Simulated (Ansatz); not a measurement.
# GeCl₃F: geometry and vibrations

What shape does GeCl₃F take? The plan is to relax it, then compute its harmonic vibrations to see whether it is a minimum and to get the zero-point energy and entropy, and look at its orbitals and charge.

Method: RKS PBE0-D4/def2-TZVP; program: Ansatz 0.2.0, Gaussian basis.

Plan: relaxation at PBE-D4/def2-SVP; relaxation at PBE0-D4/def2-TZVP; harmonic vibrations at the same level; a single point in def2-TZVPP for the fields.

### Step 1. Where the work starts

SMILES `[F][Ge]([Cl])([Cl])[Cl]`, 5 atoms, charge 0, spin multiplicity 1.

Atoms are counted from 1 here; the program's logs count them from 0.

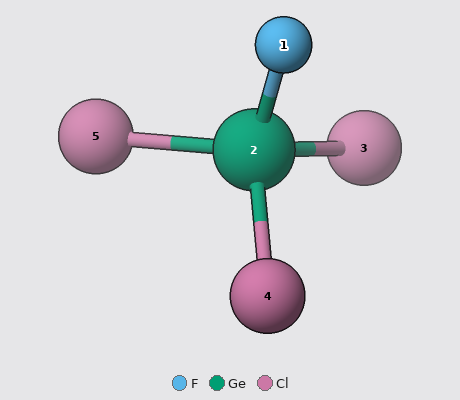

As it starts; fluorine blue, germanium teal, chlorine pink; atoms are numbered from 1 in the order of the file.

Coordinates:

```xyz
5

F    -0.9777    0.1860    1.5197
Ge   -0.0567    0.0015    0.0630
Cl    1.4645   -1.4531    0.4460
Cl   -1.2373   -0.6892   -1.5550
Cl    0.8571    1.8811   -0.5151
```

The start is a force-field geometry with small random shifts, so a cheaper pass at PBE-D4/def2-SVP comes first.

### Step 2. Geometry optimisation, PBE-D4/def2-SVP (cheap first pass)

in.yaml reads:

```yaml
crystal:
  periodic: [false, false, false]
  atoms:
    - {symbol: F, position_ang: [-0.977700, 0.186000, 1.519700]}
    - {symbol: Ge, position_ang: [-0.056700, 0.001500, 0.063000]}
    - {symbol: Cl, position_ang: [1.464500, -1.453100, 0.446000]}
    - {symbol: Cl, position_ang: [-1.237300, -0.689200, -1.555000]}
    - {symbol: Cl, position_ang: [0.857100, 1.881100, -0.515100]}
basis:
  gaussian: {orbitals: def2-SVP}
hamiltonian: {xc: pbe, dispersion: d4}
relax: {f_tol: 0.03, max_steps: 200}
```

Launch:

```sh
$ ansatz run in.yaml --threads 4 --pin off --events-out ev --progress --plain --max-ram 10444MiB
```

The program printed (excerpt; [...] marks lines left out):

```text
Functional definition: PBE
  name "PBE"
  cite "Perdew, Burke & Ernzerhof, Phys. Rev. Lett. 77, 3865 (1996) doi:10.1103/PhysRevLett.77.3865"
  parent pbe
[...]
1084 factors; their error is unknown
[...]
mean field -96759.97174916 eV, -3555.8633755171 hartree, gradient 5.2e-5 eV, S^2 0.000000; 0 other end points of the search recorded, 0 dependent functions left out
[...]
reference -96759.97177654 eV, -3555.8633765233 hartree; 46, 46 occupied and 54, 54 virtual orbitals, 1084 factors
relax step   1: F+E_penalty+E_count = -96760.17485125 eV  Δ(F+E_penalty+E_count) = +0.000e0 eV  max|allowed force component| = 7.108e-1 eV/Å  Δτ_max = 0.0000 Å  (24 SCF iters, accepted)
[...]
relax step   3: F+E_penalty+E_count = -96760.21126109 eV  Δ(F+E_penalty+E_count) = -3.930e-3 eV  max|allowed force component| = 4.815e-2 eV/Å  Δτ_max = 0.0240 Å  (25 SCF iters, accepted)
[...]
relax step   4: F+E_penalty+E_count = -96760.21139481 eV  Δ(F+E_penalty+E_count) = -1.337e-4 eV  max|allowed force component| = 3.912e-3 eV/Å  Δτ_max = 0.0025 Å  (26 SCF iters, accepted)
1084 factors; their error is unknown
mean field -96760.00923483 eV, -3555.8647530900 hartree, gradient 2.3e-5 eV, S^2 0.000000; 1 other end points of the search recorded, 0 dependent functions left out
[...]
reference -96760.00926198 eV, -3555.8647540877 hartree; 46, 46 occupied and 54, 54 virtual orbitals, 1084 factors
Total energy: -96760.21142196 eV, -3555.8721833300 hartree
Atom 0 at    -0.982133     0.204612     1.459565 Å, force    -0.002405     0.000605     0.003795 eV/Å
Atom 1 at    -0.016409    -0.008915     0.030844 Å, force     0.002626    -0.000526    -0.003912 eV/Å
Atom 2 at     1.496588    -1.455320     0.468675 Å, force    -0.000467     0.000231    -0.000216 eV/Å
Atom 3 at    -1.300650    -0.695095    -1.535296 Å, force     0.000422    -0.000021     0.000237 eV/Å
Atom 4 at     0.852505     1.881019    -0.465188 Å, force    -0.000176    -0.000290     0.000096 eV/Å
Dipole moment:     0.095060    -0.021028    -0.140514 e Å
```

Wall time 4.8 s (4 threads of Arm Neoverse V1, shared host).

Step by step:

| step | energy from step 1 (eV) | largest force component (eV/Å) |
| --- | --- | --- |
| 1 | 0.0000 | 0.7108 |
| 2 | -0.0325 | 0.1934 |
| 3 | -0.0364 | 0.0481 |
| 4 | -0.0365 | 0.0039 |

Distances of close pairs at the start and the end, largest changes first:

| bond | before (Å) | after (Å) | change (Å) |
| --- | --- | --- | --- |
| Ge2–Cl5 | 2.168 | 2.138 | -0.030 |
| Ge2–Cl4 | 2.119 | 2.138 | +0.020 |
| F1–Ge2 | 1.733 | 1.738 | +0.004 |
| Ge2–Cl3 | 2.139 | 2.138 | -0.001 |

### Step 3. Relaxation at PBE0-D4/def2-TZVP

in.yaml reads:

```yaml
crystal:
  periodic: [false, false, false]
  atoms:
    - {symbol: F, position_ang: [-0.982133, 0.204612, 1.459565]}
    - {symbol: Ge, position_ang: [-0.016409, -0.008915, 0.030844]}
    - {symbol: Cl, position_ang: [1.496588, -1.455320, 0.468675]}
    - {symbol: Cl, position_ang: [-1.300650, -0.695095, -1.535296]}
    - {symbol: Cl, position_ang: [0.852505, 1.881019, -0.465188]}
basis:
  gaussian: {orbitals: def2-TZVP}
hamiltonian: {xc: pbe0, dispersion: d4}
relax: {f_tol: 0.005, max_steps: 150}
```

Same command.

The program printed (excerpt; [...] marks lines left out):

```text
Functional definition: PBE0
  name "PBE0"
  cite "Adamo & Barone, J. Chem. Phys. 110, 6158 (1999) doi:10.1063/1.478522"
  cite "Perdew, Burke & Ernzerhof, Phys. Rev. Lett. 77, 3865 (1996) doi:10.1103/PhysRevLett.77.3865"
  parent pbe
[...]
1361 factors; their error is unknown
[...]
mean field -96788.12911747 eV, -3556.8981397169 hartree, gradient 5.9e-5 eV, S^2 0.000000; 0 other end points of the search recorded, 0 dependent functions left out
[...]
reference -96788.12914381 eV, -3556.8981406847 hartree; 46, 46 occupied and 144, 144 virtual orbitals, 1361 factors
relax step   1: F+E_penalty+E_count = -96788.30317949 eV  Δ(F+E_penalty+E_count) = +0.000e0 eV  max|allowed force component| = 6.998e-1 eV/Å  Δτ_max = 0.0000 Å  (26 SCF iters, accepted)
[...]
1361 factors; their error is unknown
mean field -96788.16986351 eV, -3556.8996371062 hartree, gradient 3.6e-5 eV, S^2 0.000000; 1 other end points of the search recorded, 0 dependent functions left out
[...]
reference -96788.16988964 eV, -3556.8996380664 hartree; 46, 46 occupied and 144, 144 virtual orbitals, 1361 factors
Total energy: -96788.34603911 eV, -3556.9061114399 hartree
Atom 0 at    -0.963720     0.200570     1.432432 Å, force     0.000038    -0.000011    -0.000011 eV/Å
Atom 1 at    -0.012863    -0.009682     0.025505 Å, force    -0.000068     0.000029    -0.000091 eV/Å
Atom 2 at     1.473796    -1.435317     0.466306 Å, force     0.000105    -0.000154     0.000117 eV/Å
Atom 3 at    -1.285764    -0.685415    -1.510719 Å, force    -0.000069     0.000003    -0.000018 eV/Å
Atom 4 at     0.838452     1.856146    -0.454925 Å, force    -0.000007     0.000133     0.000003 eV/Å
Dipole moment:     0.107146    -0.023679    -0.158560 e Å
```

It took 22 s on 4 threads of Arm Neoverse V1, shared host; peak memory 0.65 GiB.

Relaxation path:

| step | energy from step 1 (eV) | largest force component (eV/Å) |
| --- | --- | --- |
| 1 | 0.0000 | 0.6998 |
| 2 | -0.0410 | 0.2741 |
| 3 | -0.0427 | 0.0677 |
| 4 | -0.0428 | 0.0093 |
| 5 | -0.0428 | 0.0002 |

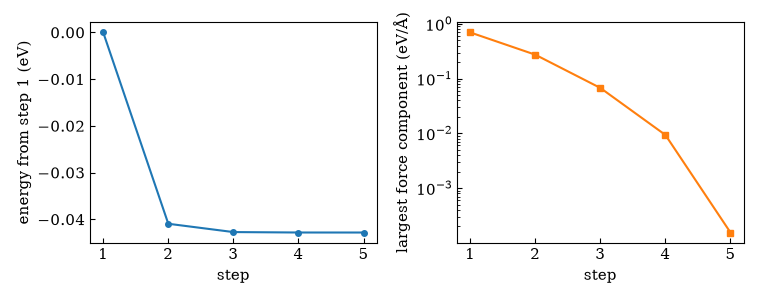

Energy and largest force along the relaxation.

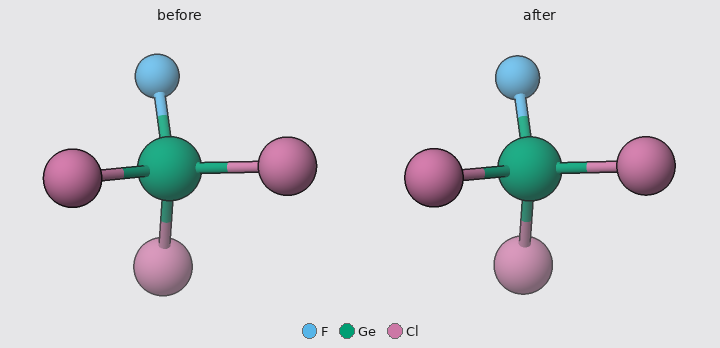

Before and after, at one scale.

Distances of close pairs at the start and the end, largest changes first:

| bond | before (Å) | after (Å) | change (Å) |
| --- | --- | --- | --- |
| Ge2–Cl5 | 2.138 | 2.106 | -0.032 |
| Ge2–Cl3 | 2.138 | 2.106 | -0.032 |
| Ge2–Cl4 | 2.138 | 2.106 | -0.032 |
| F1–Ge2 | 1.738 | 1.711 | -0.027 |

Mulliken charges at the end point, from the run's report:

| atom | value (e) |
| --- | --- |
| F1 | -0.33 |
| Ge2 | 1.00 |
| Cl3 | -0.22 |
| Cl4 | -0.22 |
| Cl5 | -0.22 |

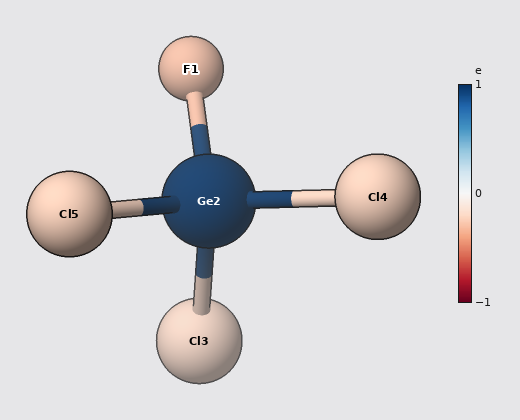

Mulliken charges at the end point, from the run's report, as colours on the atoms.

### Step 4. Vibrations by finite differences

in.yaml reads:

```yaml
crystal:
  periodic: [false, false, false]
  atoms:
    - {symbol: F, position_ang: [-0.963720, 0.200570, 1.432432]}
    - {symbol: Ge, position_ang: [-0.012863, -0.009682, 0.025505]}
    - {symbol: Cl, position_ang: [1.473796, -1.435317, 0.466306]}
    - {symbol: Cl, position_ang: [-1.285764, -0.685415, -1.510719]}
    - {symbol: Cl, position_ang: [0.838452, 1.856146, -0.454925]}
basis:
  gaussian: {orbitals: def2-TZVP}
hamiltonian: {xc: pbe0, dispersion: d4}
phonons: {temperatures: {t_min: 298.15, t_max: 900, t_step: 200}}
```

Launched as before.

The program printed (excerpt; [...] marks lines left out):

```text
Functional definition: PBE0
  name "PBE0"
  cite "Adamo & Barone, J. Chem. Phys. 110, 6158 (1999) doi:10.1063/1.478522"
  cite "Perdew, Burke & Ernzerhof, Phys. Rev. Lett. 77, 3865 (1996) doi:10.1103/PhysRevLett.77.3865"
  parent pbe
[...]
1361 factors; their error is unknown
[...]
mean field -96788.16986351 eV, -3556.8996371060 hartree, gradient 5.4e-5 eV, S^2 0.000000; 0 other end points of the search recorded, 0 dependent functions left out
[...]
reference -96788.16988963 eV, -3556.8996380662 hartree; 46, 46 occupied and 144, 144 virtual orbitals, 1361 factors
[...]
1361 factors; their error is unknown
mean field -96788.16981575 eV, -3556.8996353509 hartree, gradient 2.0e-6 eV, S^2 0.000000; 0 other end points of the search recorded, 0 dependent functions left out
[...]
reference -96788.16984188 eV, -3556.8996363112 hartree; 46, 46 occupied and 144, 144 virtual orbitals, 1361 factors
[...]
1361 factors; their error is unknown
mean field -96788.16986189 eV, -3556.8996370467 hartree, gradient 2.8e-6 eV, S^2 0.000000; 0 other end points of the search recorded, 0 dependent functions left out
[...]
reference -96788.16988802 eV, -3556.8996380070 hartree; 46, 46 occupied and 144, 144 virtual orbitals, 1361 factors
Total energy: -96788.34603911 eV, -3556.9061114399 hartree
Atom 0 at    -0.963720     0.200570     1.432432 Å, force     0.000042    -0.000011    -0.000015 eV/Å
Atom 1 at    -0.012863    -0.009682     0.025505 Å, force    -0.000069     0.000037    -0.000092 eV/Å
Atom 2 at     1.473796    -1.435317     0.466306 Å, force     0.000108    -0.000157     0.000120 eV/Å
Atom 3 at    -1.285764    -0.685415    -1.510719 Å, force    -0.000072     0.000002    -0.000019 eV/Å
Atom 4 at     0.838452     1.856146    -0.454925 Å, force    -0.000010     0.000129     0.000006 eV/Å
Dipole moment:     0.107145    -0.023678    -0.158560 e Å
Vibrations: 133.09 133.09 170.82 214.03 214.06 417.13 477.04 477.08 742.05 cm⁻¹, zero-point energy 0.184636 eV
```

Run time: 90 s. Hardware: 4 threads of Arm Neoverse V1, shared host; peak memory 0.65 GiB.

Motions are named by where the mode's potential energy lies. The modes, unscaled (a negative number is an imaginary wavenumber):

| mode | cm⁻¹ | motion |
| --- | --- | --- |
| 1 | 133 | bend |
| 2 | 133 | bend |
| 3 | 171 | bend |
| 4 | 214 | bend |
| 5 | 214 | bend |
| 6 | 417 | Ge–Cl stretch |
| 7 | 477 | Ge–Cl stretch |
| 8 | 477 | Ge–Cl stretch |
| 9 | 742 | Ge–F stretch |

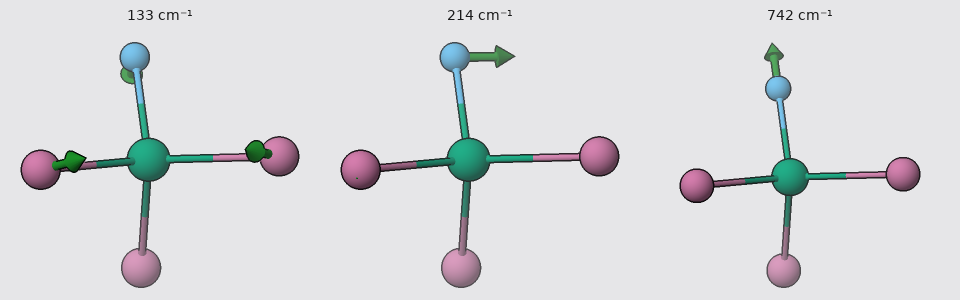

Displacements of 3 modes, as arrows.

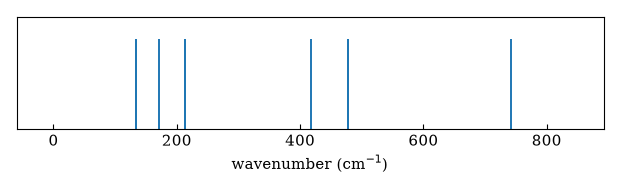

The harmonic wavenumbers as sticks (no intensities were computed).

From these modes and the moments of inertia (298.15 K, 1 bar, symmetry number 3):

| term | value |
| --- | --- |
| zero-point energy | 4.3 kcal/mol |
| H(298) − E | 9.1 kcal/mol |
| entropy, translation | 174.8 J/(mol K) |
| entropy, rotation | 112.2 J/(mol K) |
| entropy, vibration | 62.1 J/(mol K) |
| entropy, total | 349.1 J/(mol K) |

### Step 5. Orbitals, density and potential

in.yaml, as its differences from that of step 4:

```diff
@@ -9,4 +9,4 @@
 basis:
-  gaussian: {orbitals: def2-TZVP}
+  gaussian: {orbitals: def2-TZVPP}
 hamiltonian: {xc: pbe0, dispersion: d4}
-phonons: {temperatures: {t_min: 298.15, t_max: 900, t_step: 200}}
+output: {orbitals: {seedname: orbitals}}
```

Same command.

The program printed:

```text
Functional definition: PBE0
  name "PBE0"
  cite "Adamo & Barone, J. Chem. Phys. 110, 6158 (1999) doi:10.1063/1.478522"
  cite "Perdew, Burke & Ernzerhof, Phys. Rev. Lett. 77, 3865 (1996) doi:10.1103/PhysRevLett.77.3865"
  parent pbe
  parameter a = 0.25
  parameter kappa = 0.804
  parameter beta = 0.06672455060314922
  exchange = (1 - a)*pbe_x(kappa = kappa, mu = beta*pi^2/3) + a*exact_x
  correlation = pbe_c(beta = beta)
1532 factors; their error is unknown
mean field evaluation 1: about -96785.3668 eV, gradient 4.1e1 eV
mean field evaluation 2: about -96780.8240 eV, gradient 7.2e1 eV
mean field evaluation 4: about -96787.7934 eV, gradient 2.1e0 eV
mean field evaluation 8: about -96787.8001 eV, gradient 4.4e-2 eV
mean field evaluation 16: about -96788.1732 eV, gradient 2.4e-5 eV
mean field -96788.17320328 eV, -3556.8997598403 hartree, gradient 2.4e-5 eV, S^2 0.000000; 0 other end points of the search recorded, 0 dependent functions left out
reference -96788.17322942 eV, -3556.8997608010 hartree; 46, 46 occupied and 159, 159 virtual orbitals, 1532 factors
Total energy: -96788.34937889 eV, -3556.9062341746 hartree
```

It took 3.4 s on 4 threads of Arm Neoverse V1, shared host; peak memory 0.75 GiB.

The fields below are evaluated on a grid from the run's orbitals.

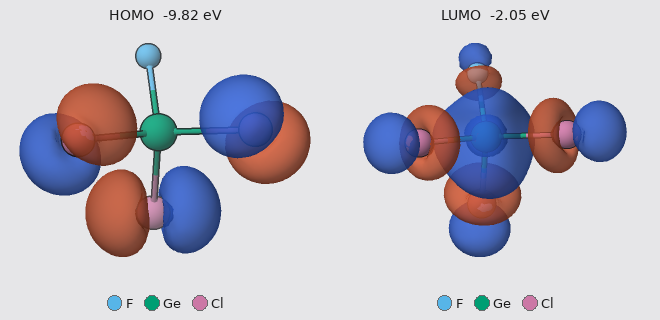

Frontier orbitals at PBE0-D4/def2-TZVPP; each surface holds 70 % of the orbital's density, blue and red mark the sign.

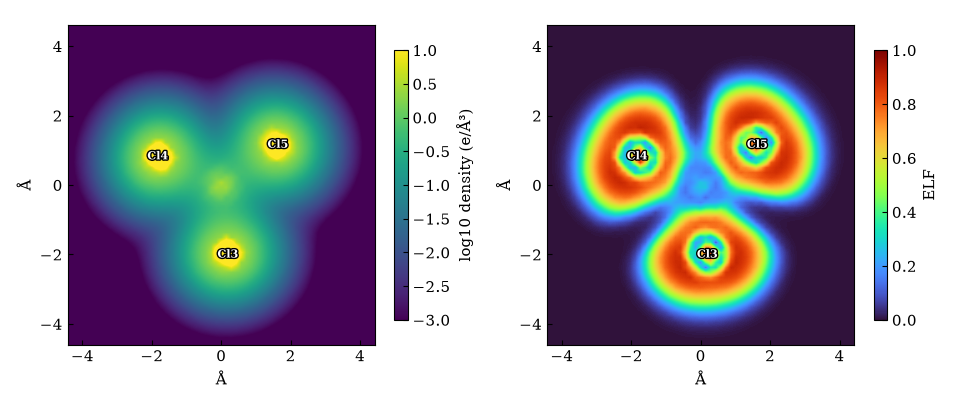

Density (left) and ELF (right) in a plane through or near 3 of the atoms.

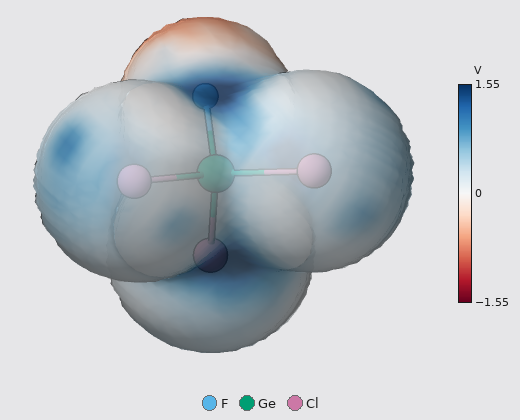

The potential that a unit positive charge feels on the 0.002 e/bohr³ surface, from -0.69 V near F1 to 1.55 V near Ge2.

### Step 6. What came out

| quantity | value |
| --- | --- |
| point group | C3v |
| steps | 4 + 5 |
| shift from the start (rms) | 0.065 Å |
| total energy | -96788.3460 eV |
| dispersion term | -176 meV |
| dipole moment | 0.93 D |
| lowest, highest wavenumber | 133, 742 cm⁻¹ |
| zero-point energy | 4.3 kcal/mol |
| entropy at 298.15 K | 349.1 J/(mol K) |
| HOMO, LUMO | -9.82, -2.05 eV |

What this shows: The atoms moved 0.07 Å (rms) from the start; the bond that changed most is Ge2–Cl5, from 2.168 to 2.106 Å. No mode is imaginary: a true minimum at this level. The stiffest mode, 742 cm⁻¹, is a Ge–F stretch, and 3 modes under 200 cm⁻¹ make the vibrational entropy uncertain. The largest Mulliken charge, +1.00 e, sits on Ge2. The HOMO lies mostly on Cl3, Cl4, Cl5 about 33 % each and the LUMO on Ge2 34 %; Cl3, Cl4, Cl5 about 19 % each.
